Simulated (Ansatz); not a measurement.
**Fields on a plane of Sr (fcc, Cu type)**

```
CELL_PARAMETERS angstrom
      0.00000     3.01446     3.01446
      3.01446     0.00000     3.01446
      3.01446     3.01446     0.00000
ATOMIC_POSITIONS crystal
  Sr 0.00000 0.00000 0.00000
```

The slice is a {110} plane (indices of the conventional cell) through the point (0.000, 0.000, 0.000) (fractional), spanned by u = [100] and v = [1 -1 -1] in vectors of this cell: u (4.26 Å) and v (6.03 Å, at 90° to u). It covers one period; positions are fractions (u, v).

Atoms on it: Sr at (0.00, 0.00).

The numbers are results of PBE (plane waves to 420 eV, PAW, scalar-relativistic; Ansatz, a first-principles code), not measurements. k mesh 13×13×13. Inside the PAW spheres the values are not all-electron values, and peaks at nuclei hang on which shells count as valence. Sr was relaxed with its symmetry unable to fall.

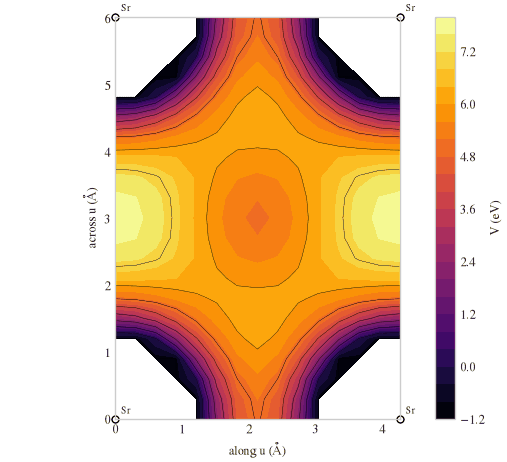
Electrostatic potential energy of an electron, from the cell's mean, in eV, one period of the plane, atoms marked. Points within 1 Å of a nucleus are left white, as the pseudised field means little there. Values under -1 eV are set to -1. The zero, the cell's mean, hangs on the PAW cores.

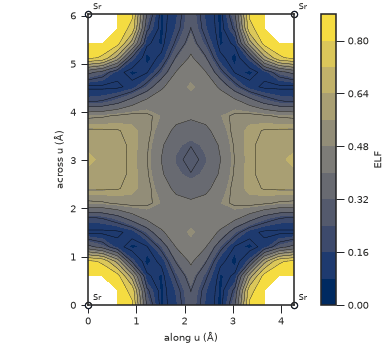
Fig. 1. Electron localisation function (ELF), one period of the plane, atoms marked. Points within 0.5 Å of a nucleus are left white, as the pseudised field means little there.
